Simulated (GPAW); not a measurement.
# Polarising Si/W(110) with a field along the normal

The dipole of the cell at several fields, atoms fixed. What does the strongest field give, and what length does the slope stand for?

Set-up. GPAW 26.7.0, plane waves (400 eV), PAW setups, PBE, 12×12 mesh, a dipole layer in the vacuum; geometry relaxed without an applied field with GPAW. The cell's area is 7.06 Å², and e/ε0 = 180.95 V Å.

The runs, one held back:

| field (V/Å) | dipole (e Å) |
| --- | --- |
| −0.2 | −0.1077 |
| −0.1 | −0.0599 |
| −0.05 | −0.0359 |
| 0.05 | 0.0119 |
| 0.1 | 0.0359 |
| 0.2 | 0.0838 |
| 0.3 | ? |

To predict: What is the dipole at 0.3 V/Å?

**Working.** A line through the 6 points has the slope α = 0.479 e Å per V/Å and the intercept p₀ = −0.0120 e Å (r.m.s. residual 3.5e−05). At 0.3 V/Å it gives p = −0.0120 + 0.479 × 0.3 = 0.1316 e Å; the run gives 0.1318 e Å, so the response stays linear to 0.1 % of the induced part. Dividing by ε0 and the area: α/(ε0 A) = 0.479 × 180.95 / 7.06 = 12.27 Å, against 8.85 Å between the outer nuclei.

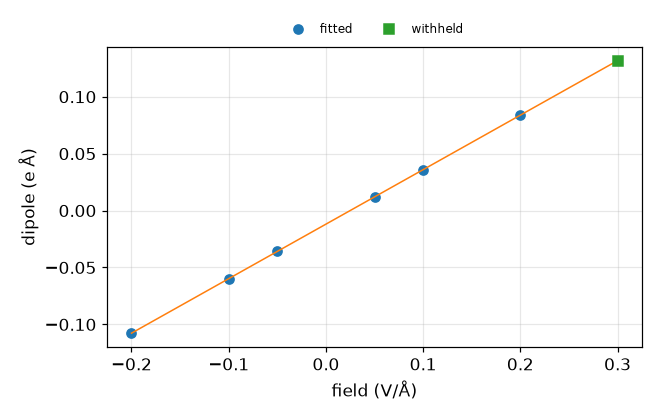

The line and the withheld run.

**Limits.** This is the electronic response alone; ions that move would add to it in polar layers. No run was spin-polarised, so magnetic states weren't tested. Spin-orbit coupling is left out, which matters for the heavier atoms here.
